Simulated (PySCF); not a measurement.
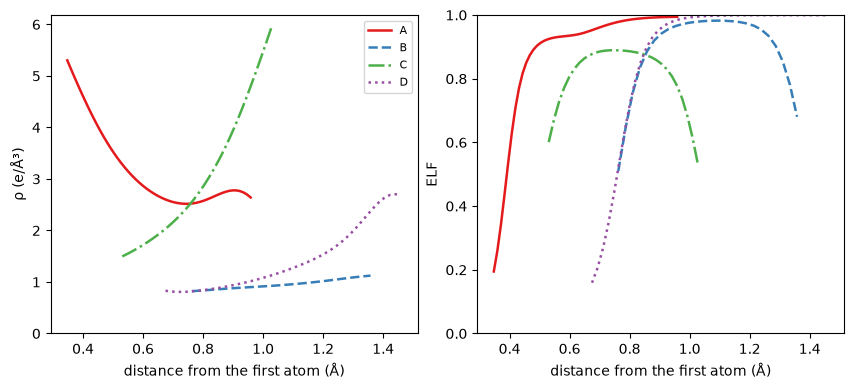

The picture shows: BH4O2Si (SMILES OB(O)[SiH2]) (doublet). Electron density and electron localisation function along straight lines between neighbouring atoms. The curves leave out the atomic cores.

Geometry: GFN2-xTB.

Method: UKS B3LYP, pcH-1 on B H O Si, non-relativistic, mean-field spin-orbit, GIAO in PySCF 2.14.0, density-fitted response routines.

| atom | x (Å) | y (Å) | z (Å) |
| --- | --- | --- | --- |
| O | 1.1537 | -0.9811 | 0.4205 |
| B | 0.3558 | 0.0545 | 0.0140 |
| O | 0.8545 | 1.2860 | -0.3158 |
| Si | -1.5254 | -0.2309 | -0.0962 |
| H | 2.0971 | -0.8185 | 0.4695 |
| H | 1.8027 | 1.4098 | -0.2498 |
| H | -2.2154 | -1.4735 | 0.2333 |
| H | -2.5138 | 0.7632 | -0.5001 |

Which curve belongs to which contact (B–O, O–H, Si–B and Si–H)? The first atom named is at distance zero.

Curve A: O–H (0.96 Å): the density is about 3.7 e/Å³ at the midpoint; the ELF climbs to about 1 towards the hydrogen, as it does in any bond to H: an ordinary covalent bond to hydrogen. Curve B: Si–B (1.91 Å): ρ at the midpoint is about 0.9 e/Å³; the ELF peaks at about 1 between the atoms (a covalent bond). Curve C: B–O (1.37 Å): ρ at the midpoint is about 2.1 e/Å³; the ELF peaks at about 0.90 between the atoms (a short, strongly polar bond). Curve D: Si–H (1.46 Å): ρ at the midpoint is about 0.81 e/Å³; the ELF climbs to about 1 towards the hydrogen.
